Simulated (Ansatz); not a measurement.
# AlAu, pressure series

The reference is AlAu in the CsCl type structure (space group Pm-3m, No. 221; a cell from a computed database, its experimental status unchecked).

```xyz
2
Lattice="3.1778 0.0000 0.0000 0.0000 3.1778 0.0000 0.0000 0.0000 3.1778" Properties=species:S:1:pos:R:3 pbc="T T T"
Al     0.0000     0.0000     0.0000
Au     1.5889     1.5889     1.5889
```

Cell and atoms are relaxed at each pressure.

Method: PBEsol (Ansatz, a program for electronic structure), no SOC.

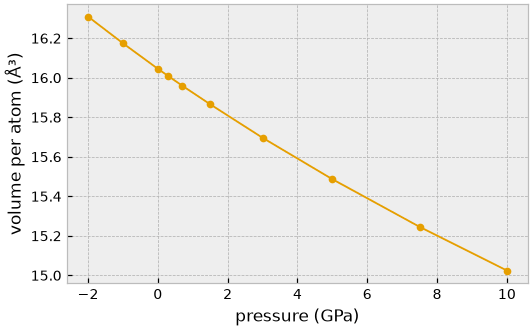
Figure: Volume per atom against pressure

Task: From the plot, what is the volume per atom for pressure 5 GPa?

Result: About 15.5 Å³.

Task: Is the trend monotonic over the range shown?

Result: Yes, it falls throughout, spanning 15.02 Å³ to 16.31 Å³.

Load acts through the strain it causes; cell and atoms are relaxed under it. Stability against distortions was not tested. Competing high-pressure phases were not computed.
